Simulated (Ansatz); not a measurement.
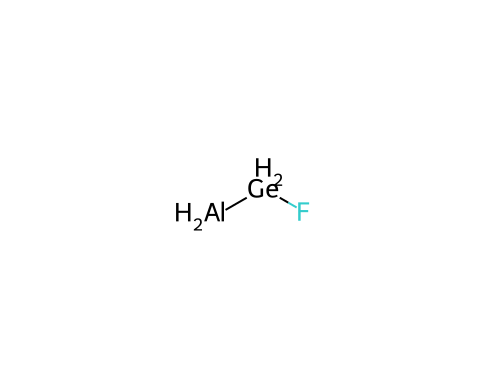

Skeletal drawing of a molecule.

> Give its SMILES.

[F][GeH2][AlH2]

> Give the formula, hydrogens included.

AlFGeH4.

> An optimisation with PBE0-D4/def2-TZVP gave a structure of which point group?

Cs.

The parts below concern this one geometry. Atoms keep their numbers from picture to picture. The geometry was computed by an optimisation with PBE0-D4/def2-TZVP.

## Shape

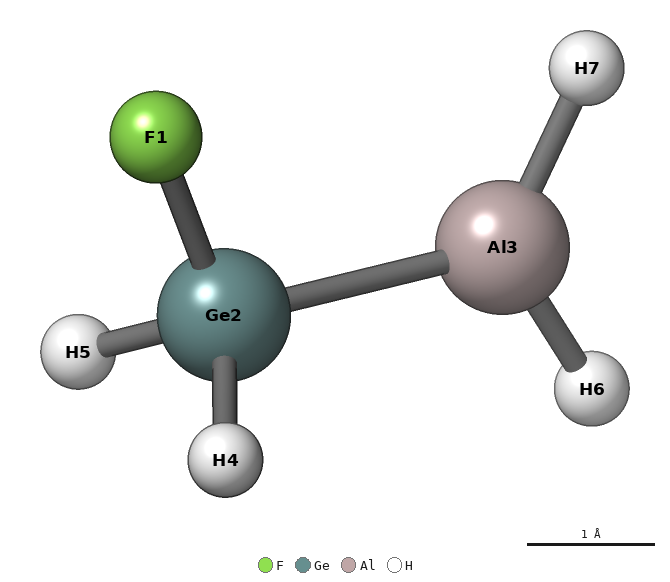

Atoms carry their numbers in the input.

List the bonds and their lengths.

```
   bond  length (Å)
 F1–Ge2       1.758
Ge2–Al3       2.493
 Ge2–H4       1.546
 Ge2–H5       1.546
 Al3–H6       1.587
 Al3–H7       1.583
```

## Dipole moment

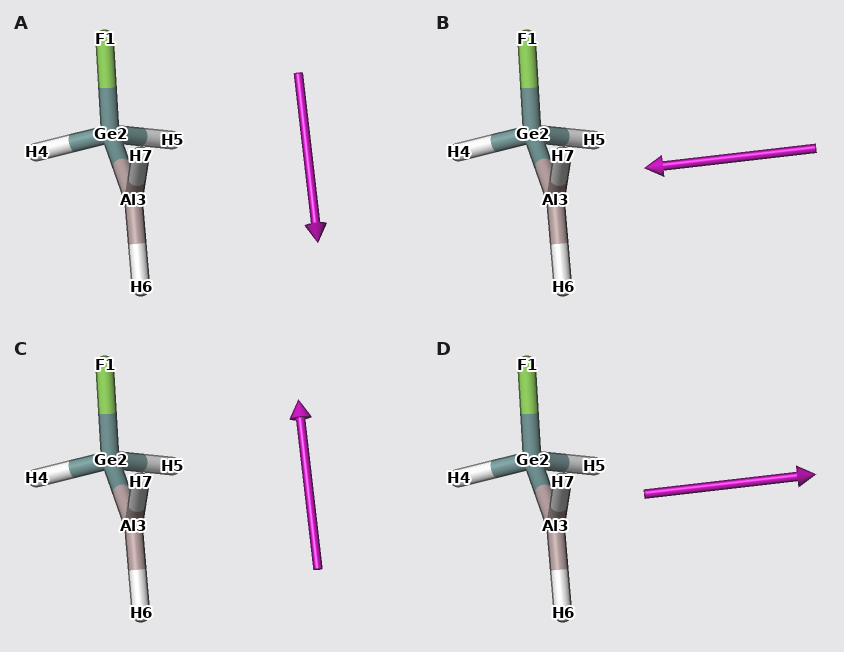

The same molecule four times, each with an arrow. Level of theory: RKS PBE-D4/def2-TZVPP (Ansatz 0.2.0).

> Which arrow points along the dipole moment, from the negative to the positive end?

A. The dipole moment is 2.21 D; it points from the side of F1 to the side of H6 (the outermost atoms at the two ends).

## Charges

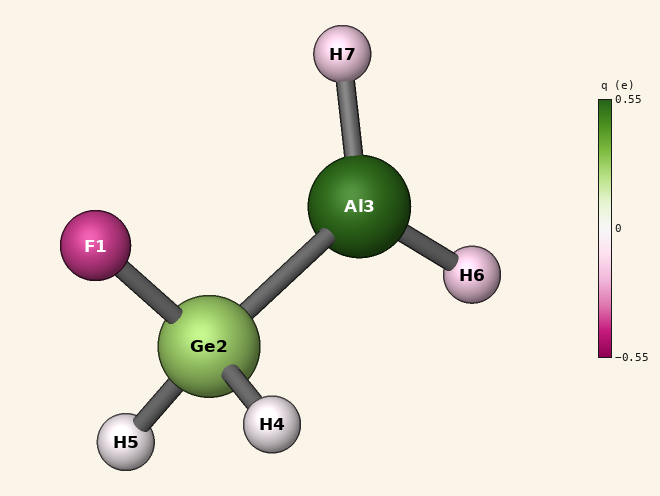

Atoms are coloured by their Mulliken charges. Properties computed with RKS r2SCAN-D4/def2-TZVPP (Ansatz 0.2.0).

> Which atom carries the highest charge (most positive or least negative)?

Al3 (0.52 e).

> And the lowest?

F1 (−0.40 e).

List the Mulliken charges.

```json
{"atom": "F1", "value (e)": "−0.40"}
{"atom": "Ge2", "value (e)": "0.26"}
{"atom": "Al3", "value (e)": "0.52"}
{"atom": "H4", "value (e)": "−0.04"}
{"atom": "H5", "value (e)": "−0.04"}
{"atom": "H6", "value (e)": "−0.16"}
{"atom": "H7", "value (e)": "−0.15"}
```

## Electronic properties

Properties computed with RKS PBE0-D4/def2-TZVPP (Ansatz 0.2.0).

Predict the main results.

- HOMO energy (Kohn–Sham orbital): −7.80 eV
- LUMO energy (Kohn–Sham orbital): −2.37 eV
- HOMO–LUMO gap: 5.43 eV
- dispersion correction: −8.8 kJ/mol
- vertical ionisation energy: 9.89 eV

## Thermal motion

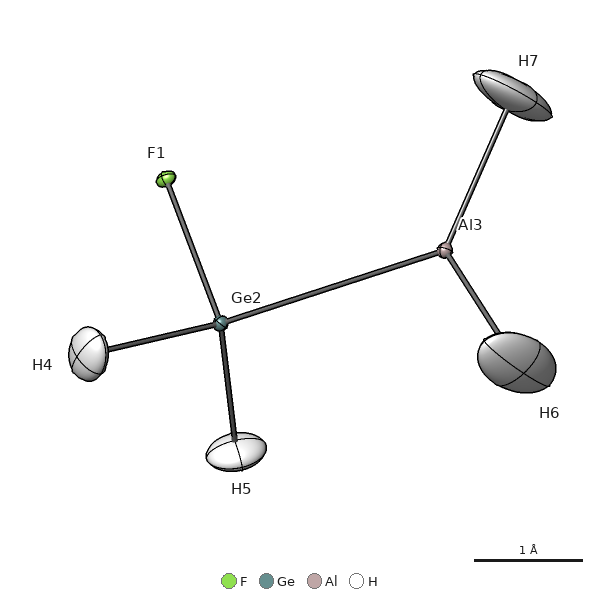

Displacement ellipsoids at the 50 % level, from the internal vibrations of the free molecule (harmonic, no overall translation or rotation; no half-axis is drawn under 0.075 Å). Vibrations computed with RKS PBE0-D4/def2-TZVP (Ansatz 0.2.0). Temperature: 0 K (zero-point motion alone).

> Which atom has the largest mean-square displacement?

H6, with U_eq = 0.0553 Å².

> Does H7 move more along its bond or across it?

Across it: the root-mean-square amplitude is 0.095 Å along the bond and up to 0.344 Å across, since bending and torsion are softer than stretching.

List U_eq and the three principal root-mean-square amplitudes for each kind of atom.

```csv
atom,U_eq (Å²),rms amplitudes (Å)
F1,0.0020,"0.025, 0.032, 0.065"
Ge2,0.00023,"0.010, 0.012, 0.021"
Al3,0.00082,"0.012, 0.026, 0.040"
"H4, H5",0.0217,"0.089, 0.152, 0.184"
H6,0.0553,"0.098, 0.185, 0.350"
H7,0.0547,"0.095, 0.192, 0.344"
```

Mulliken values depend strongly on the basis set and can even reverse the polarity of a bond.
